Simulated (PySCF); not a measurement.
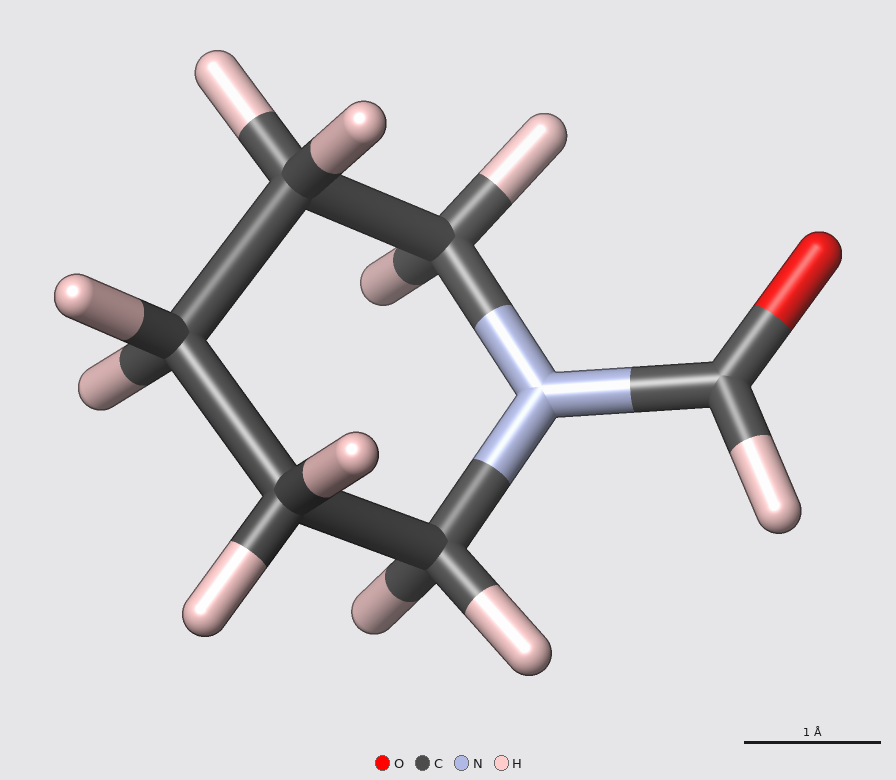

Rendered structure (stick style). Every bond is drawn as one stick, whatever its order.

> Which formula does it have?

C₆H₁₁NO, 19 atoms: 6 carbon, 11 hydrogen, 1 nitrogen and 1 oxygen.

> How many bonds of each kind are drawn?

11 C–H, 4 C–C, 3 C–N, 1 C–O.

The parts below concern this one geometry. Atoms keep their numbers from picture to picture. Computed geometry: PBE0-D3(BJ)/def2-SVP optimisation. No frequency run is at hand to confirm it as a minimum.

### Shape

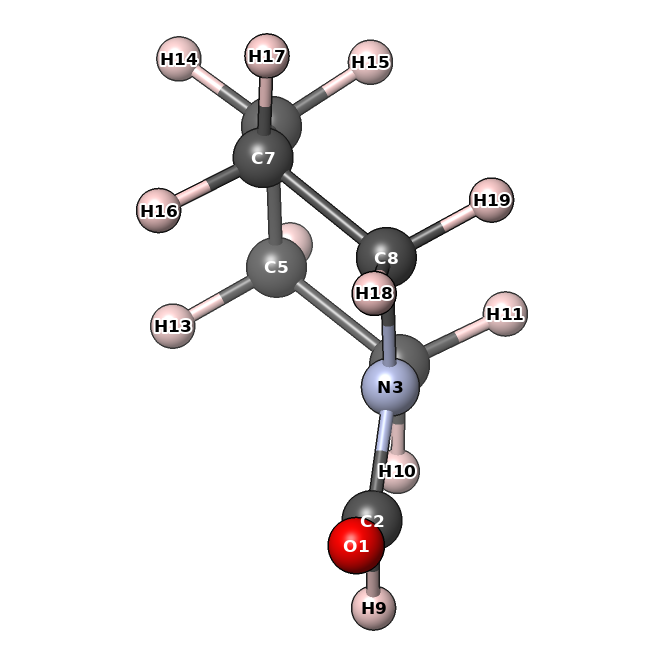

C4 lies behind N3. The molecule seen nearly along the N3–C4 bond, N3 in front. Distant atoms are faded towards the background colour. No frequency run is at hand to confirm it as a minimum.

> What is the torsion angle C8–N3–C4–C5? The sign is positive where the front bond must turn clockwise to cover the back bond.

−55°, synclinal (gauche).

### NMR shielding

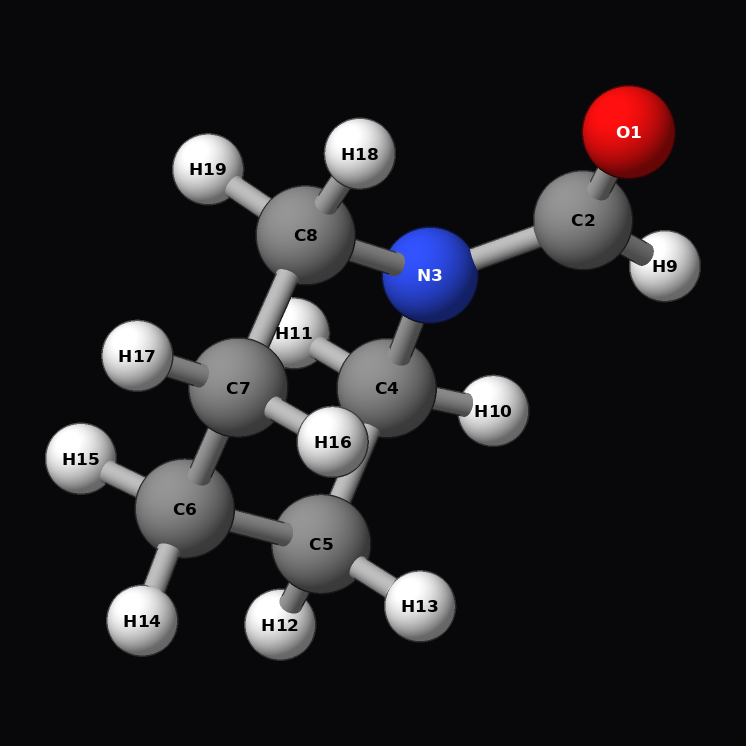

No frequency run is at hand to confirm it as a minimum. Level of theory: GIAO PBE0/pcSseg-1 NMR shielding, non-relativistic, IEF-PCM water (PySCF 2.14.0). Principal shieldings σ11 ≤ σ22 ≤ σ33, span Ω = σ33 − σ11, skew κ = 3(σiso − σ22)/Ω.

Give the shielding tensors of the O atoms.

```tsv
atom	σ11	σ22	σ33	σiso	Ω	κ
O1	−294.0	−130.8	336.1	−29.6	630.1	0.48
```

Shieldings and span in ppm.

### Excitation

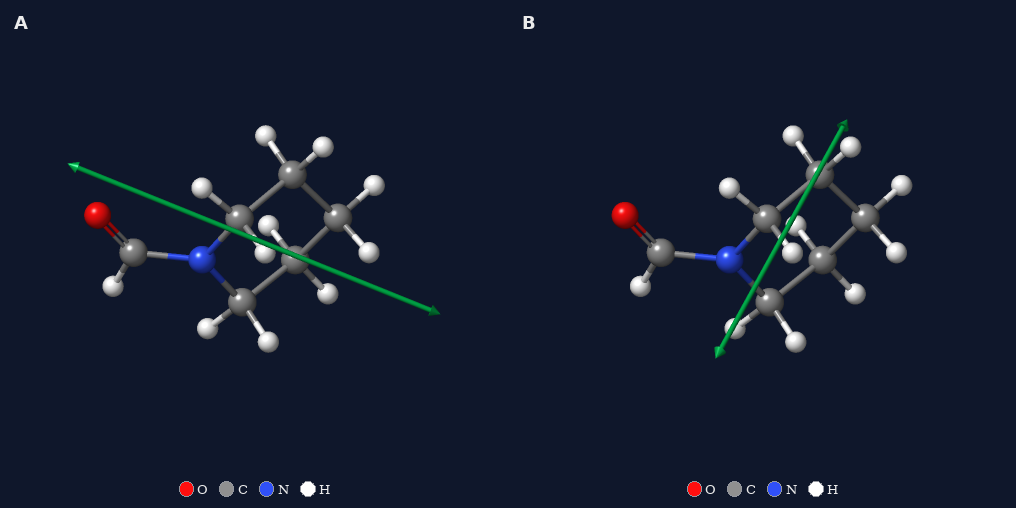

The double arrows show the directions of two transition dipoles from the ground state (lengths mean nothing). No frequency run is at hand to confirm it as a minimum. Method: TDDFT CAM-B3LYP/def2-SVPD, vertical, IEF-PCM dimethylsulfoxide (non-equilibrium linear response), core orbitals frozen in the response (PySCF 2.14.0).

> One belongs to singlet state 4 and one to singlet state 5. Which is which?

A: state 4, 7.64 eV (162 nm), oscillator strength 0.034, of mixed character, with the largest part HOMO−1 → LUMO+1 (weight 0.44).
B: state 5, 7.71 eV (161 nm), oscillator strength 0.019, mainly HOMO → LUMO+3 (weight 0.57).

### Levels of theory compared

No frequency run is at hand to confirm it as a minimum. Program: PySCF 2.14.0.

Compare HOMO–LUMO gap (eV) at these levels: CAM-B3LYP/def2-SVPD; CAM-B3LYP/def2-SVPD in dimethylsulfoxide (IEF-PCM); CAM-B3LYP/def2-SVPD in water (IEF-PCM); PBE0/pcSseg-1 in dimethylsulfoxide (IEF-PCM); PBE0/pcSseg-1 in water (IEF-PCM).

```tsv
level	HOMO–LUMO gap (eV)
CAM-B3LYP/def2-SVPD	9.51
CAM-B3LYP/def2-SVPD in dimethylsulfoxide (IEF-PCM)	9.74
CAM-B3LYP/def2-SVPD in water (IEF-PCM)	9.74
PBE0/pcSseg-1 in dimethylsulfoxide (IEF-PCM)	7.62
PBE0/pcSseg-1 in water (IEF-PCM)	7.62
```
